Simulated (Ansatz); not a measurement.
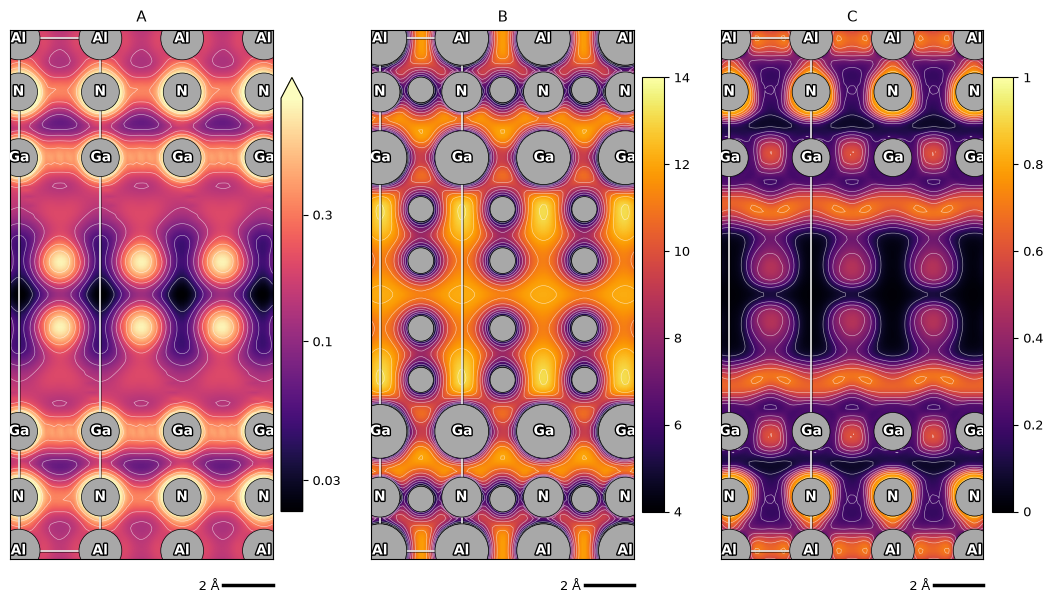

AlGa$_{2}$N$_{2}$: 3 fields on the (010) plane of the conventional cell, with unlabelled colour scales. Grey discs cover the atomic cores.

Space group R-3m; a structure generated by program, which may or may not match a known phase; computed without spin polarisation.

These are results of DFT PBE, scalar-relativistic, plane waves, PAW in Ansatz 0.2.0, not measurements.

```yaml
crystal:
  lattice:
    - [3.32013, 0.00000, 0.00000]
    - [-1.66006, 2.87531, 0.00000]
    - [0.00000, 0.00000, 20.79302]
  atoms:
    - { symbol: Al, position: [0.33333, 0.66667, 0.16667] }
    - { symbol: Al, position: [0.00000, 0.00000, 0.50000] }
    - { symbol: Al, position: [0.66667, 0.33333, 0.83333] }
    - { symbol: Ga, position: [0.00000, 0.00000, 0.26721] }
    - { symbol: Ga, position: [0.66667, 0.33333, 0.60055] }
    - { symbol: Ga, position: [0.33333, 0.66667, 0.93388] }
    - { symbol: Ga, position: [0.66667, 0.33333, 0.06612] }
    - { symbol: Ga, position: [0.33333, 0.66667, 0.39945] }
    - { symbol: Ga, position: [0.00000, 0.00000, 0.73279] }
    - { symbol: N, position: [0.33333, 0.66667, 0.06223] }
    - { symbol: N, position: [0.00000, 0.00000, 0.39557] }
    - { symbol: N, position: [0.66667, 0.33333, 0.72890] }
    - { symbol: N, position: [0.33333, 0.66667, 0.27110] }
    - { symbol: N, position: [0.00000, 0.00000, 0.60443] }
    - { symbol: N, position: [0.66667, 0.33333, 0.93777] }
```

Question: Match the panels to the quantities (electron localisation function, electrostatic potential energy of an electron and valence pseudo-density).

Answer: Panel A: valence pseudo-density. Panel B: electrostatic potential energy of an electron (low next to the atoms, rising into the space between them). Panel C: electron localisation function. From the grid: Al–N (2.17 Å): ρ at the midpoint is about 0.41 e/Å³; the ELF peaks at about 0.85 in the valence shell of N, 0.7 Å from its nucleus, and is about 0.70 at the midpoint.
